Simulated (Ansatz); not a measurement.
CH$_{6}$AlB

```xyz
9

B    -0.7906    0.7296   -0.8242
Al    0.8217   -1.2164    0.2833
C    -0.1931    0.4694    0.5372
H    -1.8388    0.2360   -1.1382
H    -0.1849    1.3540   -1.6514
H     0.5853    1.1582    0.8786
H     0.0932   -2.6029    0.5171
H     2.3685   -1.1473   -0.0496
H    -0.8890    0.1798    1.3315
```

Geometry: PBE0-D4/def2-TZVP.

The calculation used RKS PBE0-D4/def2-TZVPP (Ansatz).

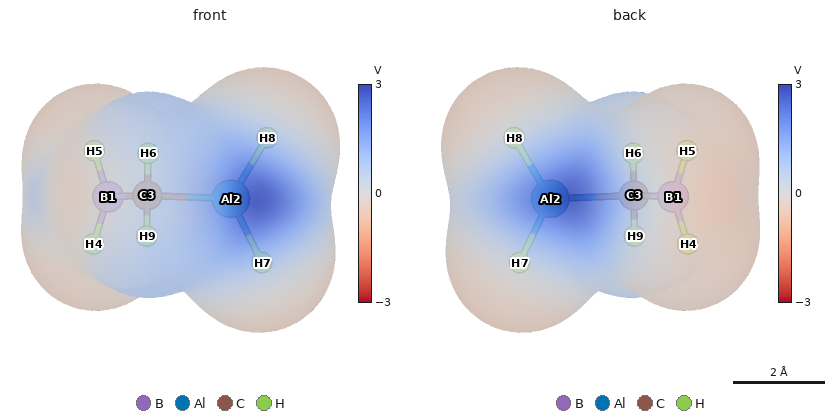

Figure 1. The electrostatic potential painted on the density surface at 0.001 e/bohr³, seen from the front and from behind; red is negative and blue positive.

> Which sites attract a positive test charge, and which a negative one?

A positive charge is drawn to the negative regions and a negative charge to the positive ones. The most negative region (about −0.5 V, or −12 kcal/mol for a unit charge) lies over H5, the most positive (about +2.9 V, or +67 kcal/mol for a unit charge) over Al2.

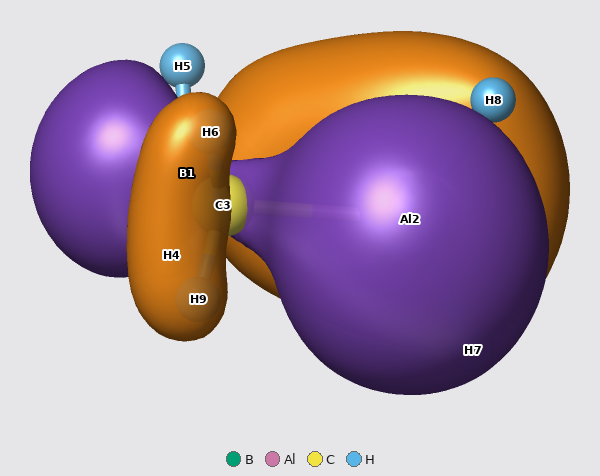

Figure 2. The LUMO at ±0.08 Å⁻³ᐟ² (orange and purple are the two phases), seen at a tilt.

> Describe this orbital and give its energy.

Its weight (Hirshfeld) is mainly on Al2 (about 55 %), B1 (about 20 %) and C3 (about 10 %). Its energy is −2.05 eV.

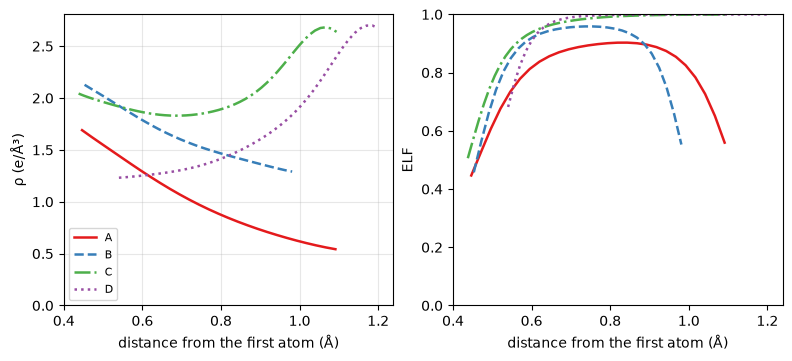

Figure 3. Total electron density and ELF along straight lines between neighbouring atoms. The curves leave out the atomic cores.

> Which curve belongs to which contact (B–H, C–Al, C–B and C–H)? The first atom named is at distance zero.

Curve A: C–Al (1.98 Å): the density is about 0.63 e/Å³ at the midpoint; the ELF peaks at about 0.90 between the atoms: a shared but strongly polarised pair. Curve B: C–B (1.51 Å): ρ is about 1.5 e/Å³ halfway; the ELF peaks at about 0.95 between the atoms, as expected for localised, covalent bonding. Curve C: C–H (1.09 Å): ρ at the midpoint is about 1.9 e/Å³; the ELF climbs to about 1 towards the hydrogen, as it does in any bond to H (a covalent bond by its length). Curve D: B–H (1.20 Å): the density is about 1.3 e/Å³ at the midpoint; the ELF climbs to about 1 towards the hydrogen; a covalent bond by its length.
